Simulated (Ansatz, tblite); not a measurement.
# Si(OMe)2Cl2 (C₂H₆Cl₂O₂Si): spin states and exact exchange

Is the singlet the ground state of Si(OMe)2Cl2 (C₂H₆Cl₂O₂Si)? Other spin states are computed and compared level by level.

Program: Ansatz 0.2.0, Gaussian basis. Level of theory: as each input shows. These are calculated values, not measurements.

Plan: triplet, at the geometry of the singlet (GFN1-xTB, GFN2-xTB, PBE0-D4/def2-TZVP, PBE-D4/def2-TZVP, r2SCAN-D4/def2-TZVP); the singlet's energies come from earlier runs.

2 further runs of the same task are left out: 2 set aside as unsound or not needed.

### Step 1. The relaxed structure

The singlet was relaxed beforehand with r2SCAN-D4/def2-SVP.

13 atoms, charge 0, spin multiplicity 1.

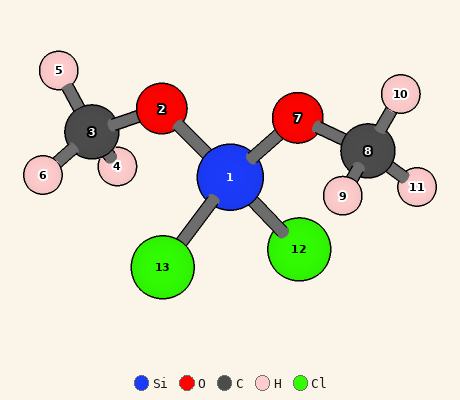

The structure; silicon blue, oxygen red, carbon dark grey, hydrogen pink, chlorine green; atoms are numbered from 1 in the order of the file.

### Step 2. Triplet at the fixed geometry, GFN1-xTB

Tight binding, by tblite at 300 K electronic temperature and without a spin-polarisation term:

```python
tblite.interface.Calculator('GFN1-xTB', numbers, positions, charge=0, uhf=2).singlepoint()
```

Energy -739.2990 eV; 0.053 s.

### Step 3. Triplet at the fixed geometry, GFN2-xTB

Tight binding, by tblite at 300 K electronic temperature and without a spin-polarisation term:

```python
tblite.interface.Calculator('GFN2-xTB', numbers, positions, charge=0, uhf=2).singlepoint()
```

Energy -712.6826 eV; 0.058 s.

### Step 4. Triplet at the fixed geometry, PBE0-D4/def2-TZVP

File in.yaml:

```yaml
crystal:
  periodic: [false, false, false]
  atoms:
    - {symbol: Si, position_ang: [-0.201171, 0.006394, -0.143147]}
    - {symbol: O, position_ang: [-0.169366, -0.003268, 1.484308]}
    - {symbol: C, position_ang: [-1.300107, 0.016645, 2.337177]}
    - {symbol: H, position_ang: [-1.907837, 0.923208, 2.172281]}
    - {symbol: H, position_ang: [-0.940579, 0.015037, 3.375707]}
    - {symbol: H, position_ang: [-1.934103, -0.872840, 2.178462]}
    - {symbol: O, position_ang: [1.346471, -0.021763, -0.646835]}
    - {symbol: C, position_ang: [1.781144, -0.029432, -1.994929]}
    - {symbol: H, position_ang: [1.411257, -0.922694, -2.527460]}
    - {symbol: H, position_ang: [2.880024, -0.045717, -1.995966]}
    - {symbol: H, position_ang: [1.438049, 0.873358, -2.529384]}
    - {symbol: Cl, position_ang: [-1.168936, 1.687050, -0.845257]}
    - {symbol: Cl, position_ang: [-1.234837, -1.625969, -0.864947]}
basis:
  gaussian: {orbitals: def2-TZVP}
magnetization: {spin_polarized: true, initial_magnetization: 2}
hamiltonian: {xc: pbe0, dispersion: d4}
scf: {omitted_lower_state_checks: [starts]}
output: {orbitals: {seedname: orbitals}}
```

On the command line:

```bash
> ansatz run in.yaml --threads 4 --pin off --events-out ev --progress --plain --max-ram 4787MiB
```

Output:

```text
Functional definition: PBE0
  name "PBE0"
  cite "Adamo & Barone, J. Chem. Phys. 110, 6158 (1999) doi:10.1063/1.478522"
  cite "Perdew, Burke & Ernzerhof, Phys. Rev. Lett. 77, 3865 (1996) doi:10.1103/PhysRevLett.77.3865"
  parent pbe
  parameter a = 0.25
  parameter kappa = 0.804
  parameter beta = 0.06672455060314922
  exchange = (1 - a)*pbe_x(kappa = kappa, mu = beta*pi^2/3) + a*exact_x
  correlation = pbe_c(beta = beta)
these checks for a lower state are left out or cut short: starts
1730 factors; their error is unknown
mean field evaluation 1: about -39155.7392 eV, gradient 5.8e1 eV
mean field evaluation 2: about -39088.6416 eV, gradient 1.4e2 eV
mean field evaluation 4: about -39170.3833 eV, gradient 1.6e1 eV
mean field evaluation 8: about -39171.4069 eV, gradient 5.1e-1 eV
mean field evaluation 16: about -39171.5179 eV, gradient 4.7e-2 eV
mean field evaluation 32: about -39171.5179 eV, gradient 3.0e-4 eV
mean field -39171.51794716 eV, -1439.5267331495 hartree, gradient 2.8e-6 eV, S^2 2.006756; 0 other end points of the search recorded, 0 dependent functions left out
reference -39171.51798239 eV, -1439.5267344444 hartree; 42, 40 occupied and 229, 231 virtual orbitals, 1730 factors
Total energy: -39171.85128405 eV, -1439.5389830545 hartree
Checks for a lower state left out: starts
```

Run time: 69 s. Hardware: 4 threads of Intel Xeon at 2.50GHz, shared host; peak memory 1.9 GiB.

From the report: HOMO -1.39 eV, LUMO -7.12 eV (over both spins; with the spin held, an empty level of the minority spin lies below the top filled one); ⟨S²⟩ 2.007 (pure: 2.00).

### Step 5. Triplet at the fixed geometry, PBE-D4/def2-TZVP

start.molden holds the orbitals of an earlier run on this state, given as this run's starting guess.

Edit in.yaml of step 4 so:

```diff
@@ -17,5 +17,5 @@
 basis:
-  gaussian: {orbitals: def2-TZVP}
+  gaussian: {orbitals: def2-TZVP, initial_orbitals: start.molden}
 magnetization: {spin_polarized: true, initial_magnetization: 2}
-hamiltonian: {xc: pbe0, dispersion: d4}
+hamiltonian: {xc: pbe, dispersion: d4}
 scf: {omitted_lower_state_checks: [starts]}
```

Same command.

Output:

```text
Functional definition: PBE
  name "PBE"
  cite "Perdew, Burke & Ernzerhof, Phys. Rev. Lett. 77, 3865 (1996) doi:10.1103/PhysRevLett.77.3865"
  parent pbe
  parameter kappa = 0.804
  parameter beta = 0.06672455060314922
  exchange = pbe_x(kappa = kappa, mu = beta*pi^2/3)
  correlation = pbe_c(beta = beta)
these checks for a lower state are left out or cut short: starts
1690 factors; their error is unknown
mean field evaluation 1: about -39168.9856 eV, gradient 1.1e1 eV
mean field evaluation 2: about -39169.2124 eV, gradient 5.7e-1 eV
mean field evaluation 4: about -39169.2281 eV, gradient 4.0e-1 eV
mean field evaluation 8: about -39169.2298 eV, gradient 2.7e-4 eV
mean field -39169.22981805 eV, -1439.4426459558 hartree, gradient 2.6e-5 eV, S^2 2.001816; 0 other end points of the search recorded, 0 dependent functions left out
reference -39169.22986662 eV, -1439.4426477407 hartree; 42, 40 occupied and 229, 231 virtual orbitals, 1690 factors
Total energy: -39169.61781663 eV, -1439.4569046406 hartree
Checks for a lower state left out: starts
```

Wall time 12 s (4 threads of Intel Xeon at 2.50GHz, shared host).

From the report: HOMO -0.67 eV, LUMO -7.33 eV (over both spins; with the spin held, an empty level of the minority spin lies below the top filled one); ⟨S²⟩ 2.002 (pure: 2.00).

### Step 6. Triplet at the fixed geometry, r2SCAN-D4/def2-TZVP

Edit in.yaml of step 5 so:

```diff
@@ -19,3 +19,3 @@
 magnetization: {spin_polarized: true, initial_magnetization: 2}
-hamiltonian: {xc: pbe, dispersion: d4}
+hamiltonian: {xc: r2scan, dispersion: d4}
 scf: {omitted_lower_state_checks: [starts]}
```

Same command.

Output:

```text
Functional definition: r2SCAN
  name "r2SCAN"
  cite "Furness, Kaplan, Ning, Perdew & Sun, J. Phys. Chem. Lett. 11, 8208 (2020) doi:10.1021/acs.jpclett.0c02405"
  cite "Furness, Kaplan, Ning, Perdew & Sun, J. Phys. Chem. Lett. 11, 9248 (2020) doi:10.1021/acs.jpclett.0c03077"
  parent r2scan
  parameter k0 = 0.174
  parameter k1 = 0.065
  parameter a1 = 4.9479
  exchange = r2scan_x(k0 = k0, k1 = k1, a1 = a1)
  correlation = r2scan_c
these checks for a lower state are left out or cut short: starts
1690 factors; their error is unknown
mean field evaluation 1: about -39184.7680 eV, gradient 7.5e0 eV
mean field evaluation 2: about -39184.8591 eV, gradient 2.4e-1 eV
mean field evaluation 4: about -39184.8382 eV, gradient 1.3e-1 eV
mean field evaluation 8: about -39184.8385 eV, gradient 2.4e-5 eV
mean field -39184.83853249 eV, -1440.0162556313 hartree, gradient 1.3e-5 eV, S^2 2.005584; 0 other end points of the search recorded, 0 dependent functions left out
reference -39184.83854777 eV, -1440.0162561931 hartree; 42, 40 occupied and 229, 231 virtual orbitals, 1690 factors
Total energy: -39184.93747701 eV, -1440.0198917757 hartree
Checks for a lower state left out: starts
```

Wall time 25 s (4 threads of Intel Xeon at 2.50GHz, shared host).

HOMO -0.54 eV, LUMO -7.49 eV (over both spins; with the spin held, an empty level of the minority spin lies below the top filled one); ⟨S²⟩ 2.006 (pure: 2.00).

### Step 7. Triplet less singlet, vertical

The singlet's energies are those of its earlier runs, whose logs aren't repeated here.

| level | triplet less singlet, vertical (kcal/mol) | time |
| --- | --- | --- |
| GFN1-xTB | +195.0 | 0.071 s |
| GFN2-xTB | +172.2 | 0.074 s |
| PBE-D4/def2-TZVP | +155.2 | 18 s |
| r2SCAN-D4/def2-TZVP | +167.7 | 37 s |
| PBE0-D4/def2-TZVP | +175.1 | 79 s |

Times add the two runs; a level without a time comes out of a correlated run. Tight binding without a spin term can't rank spin states.

### Step 8. Summary of results

| quantity | value |
| --- | --- |
| triplet less singlet, vertical, functionals in def2-TZVP | +155.2 (PBE-D4) to +175.1 kcal/mol (PBE0-D4) |

All functionals put the triplet above the singlet, over a spread of 19.9 kcal/mol. The checks for a lower triplet were left out, so another state of that spin may lie lower. These are electronic energies, without zero-point motion, entropy or surroundings.
